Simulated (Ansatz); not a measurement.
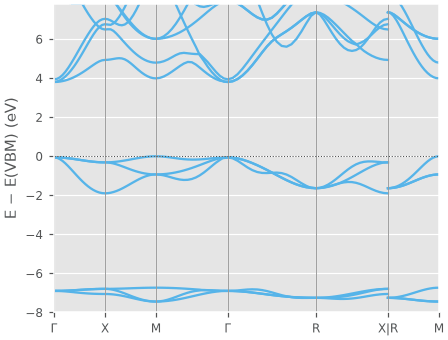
Fig. 1. Band structure from LDA in the plane-wave PAW code Ansatz

**Question.** Read off the gap and where the band edges lie.

**Answer.** About 3.8 eV (3.80 eV by a search for the band edges); maximum at M, minimum at Γ.

The material is CsI (CsCl type, space group No. 221).

Space group Pm-3m (CsCl type). The cell was relaxed with LDA under the symmetry of its start. Scalar-relativistic: spin–orbit coupling is off unless named, which matters more the heavier the elements.

Potentials: the later of the program's two PAW sets.
